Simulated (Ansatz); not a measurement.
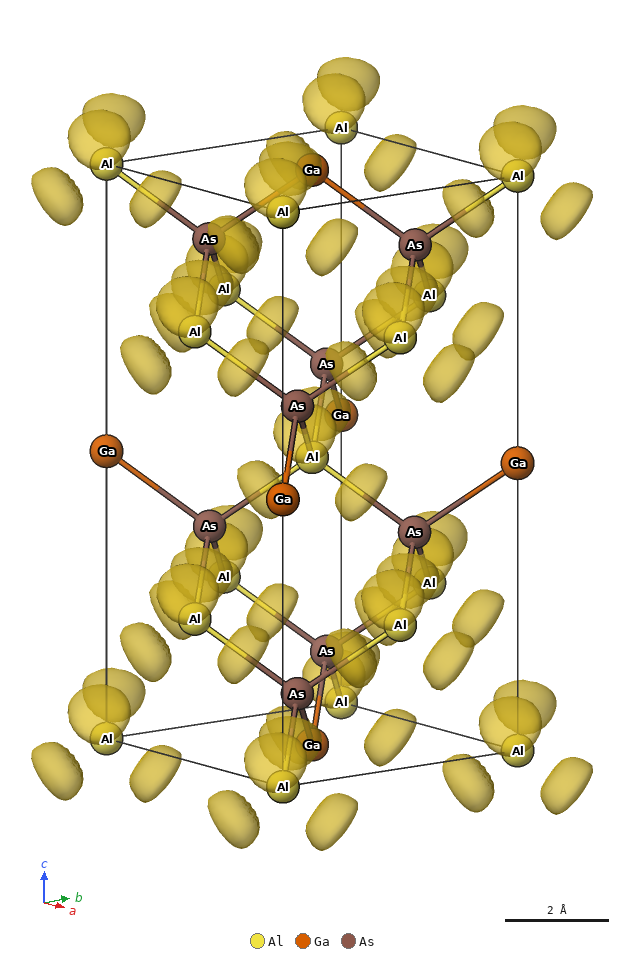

The picture shows: Al$_{3}$GaAs$_{4}$. Isosurface of the electron localisation function at 0.8 (yellow), seen at an oblique angle. Core shells and regions of very low density are left out. Sticks mark near contacts.

Space group I-42m; a structure generated by program, which may or may not match a known phase.

Theory: Ansatz, DFT PBE, scalar-relativistic, plane waves, PAW.

In a PAW calculation such maps are meaningful between the atoms, not at the nuclei.

```
Al Ga As
1.0
     5.73281    0.00000    0.00000
     0.00000    5.73281    0.00000
     0.00000    0.00000   11.46647
Al Ga As
6 2 8
Direct
  0.00000 0.00000 0.00000
  0.50000 0.50000 0.50000
  0.50000 0.00000 0.25000
  0.00000 0.50000 0.75000
  0.00000 0.50000 0.25000
  0.50000 0.00000 0.75000
  0.00000 0.00000 0.50000
  0.50000 0.50000 0.00000
  0.24925 0.24925 0.87457
  0.74925 0.74925 0.37457
  0.75075 0.24925 0.12543
  0.25075 0.74925 0.62543
  0.25075 0.25075 0.37457
  0.75075 0.75075 0.87457
  0.24925 0.75075 0.12543
  0.74925 0.25075 0.62543
```

### What do the ELF domains correspond to?

At this value the surface marks out 24 regions between bonded Al–As atoms (shared pairs), counted in one cell of 16 atoms. Regions shared between cells count once. Profiles from the grid: Al–As (2.48 Å): the ELF peaks at about 0.90 between the atoms, as expected for localised, covalent bonding. Ga–As (2.49 Å): the ELF peaks at about 0.80 between the atoms: a shared electron pair.
